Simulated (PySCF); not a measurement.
Breaking a bond: SMILES CO (CH₄O). The O2–H6 bond (O2 also carries C; H6 carries nothing else) is pulled apart rigidly from the PBE0/def2-TZVP optimised geometry.

Levels of theory: RHF/cc-pVDZ (PySCF); UKS-PBE = unrestricted PBE/cc-pVDZ in PySCF; UKS-M06-2X = unrestricted M06-2X/cc-pVDZ run with PySCF.

Magnitude of the dipole moment (D; its direction can reverse along the curve, and a method can change to another solution) and Mulliken charge of the fragment that holds O2:

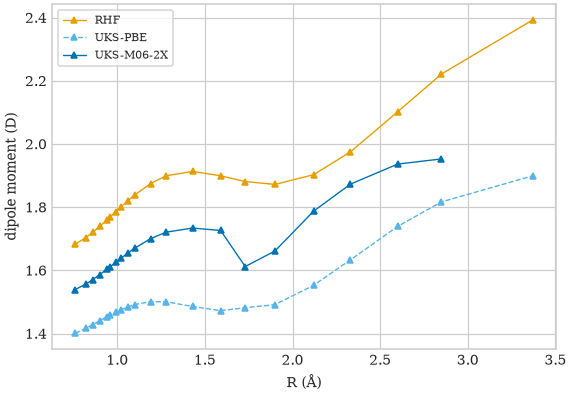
Figure: Dipole moment against bond length.

```
R / Å  μ RHF  q RHF  μ UKS-PBE  q UKS-PBE  μ UKS-M06-2X  q UKS-M06-2X
-----  -----  -----  ---------  ---------  ------------  ------------
0.76    1.68  -0.02       1.40      -0.01          1.54         -0.02
0.82    1.70  -0.07       1.42      -0.05          1.56         -0.07
0.86    1.72  -0.10       1.43      -0.07          1.57         -0.09
0.90    1.74  -0.13       1.44      -0.10          1.59         -0.12
0.94    1.76  -0.15       1.45      -0.12          1.60         -0.14
0.96    1.77  -0.16       1.46      -0.13          1.61         -0.15
0.99    1.78  -0.18       1.47      -0.14          1.62         -0.17
1.02    1.80  -0.19       1.48      -0.15          1.64         -0.18
1.06    1.82  -0.21       1.48      -0.17          1.65         -0.19
1.10    1.84  -0.22       1.49      -0.18          1.67         -0.21
1.19    1.87  -0.24       1.50      -0.19          1.70         -0.22
1.28    1.90  -0.24       1.50      -0.20          1.72         -0.23
1.43    1.91  -0.23       1.49      -0.18          1.73         -0.22
1.59    1.90  -0.19       1.47      -0.15          1.73         -0.19
1.73    1.88  -0.16       1.48      -0.13          1.61         -0.13
1.90    1.87  -0.11       1.49      -0.09          1.66         -0.06
2.12    1.90  -0.07       1.55      -0.06          1.79         -0.02
2.33    1.97  -0.03       1.63      -0.04          1.87         -0.01
2.60    2.10  -0.01       1.74      -0.02          1.94          0.00
2.85    2.22   0.01       1.82      -0.01          1.95          0.00
3.37    2.39   0.02       1.90       0.00             —             —
```

Dashes: no converged value, or the column stops at the first point that the program doubted or that broke a chosen test of continuity, which isn't proof of a fault.

The restricted form behind RHF keeps the bonding electrons paired and can't separate into open-shell fragments. The unrestricted determinant behind UKS-PBE is spin-contaminated at 1.90 to 3.37 Å (<S²> up to 1.0, against 0.00 for a pure singlet). The unrestricted solution behind UKS-M06-2X changes between 2.85 and 3.37 Å, which can leave a kink. The unrestricted determinant behind UKS-M06-2X is spin-contaminated at 1.73 to 2.85 Å (<S²> up to 1.0, against 0.00 for a pure singlet).
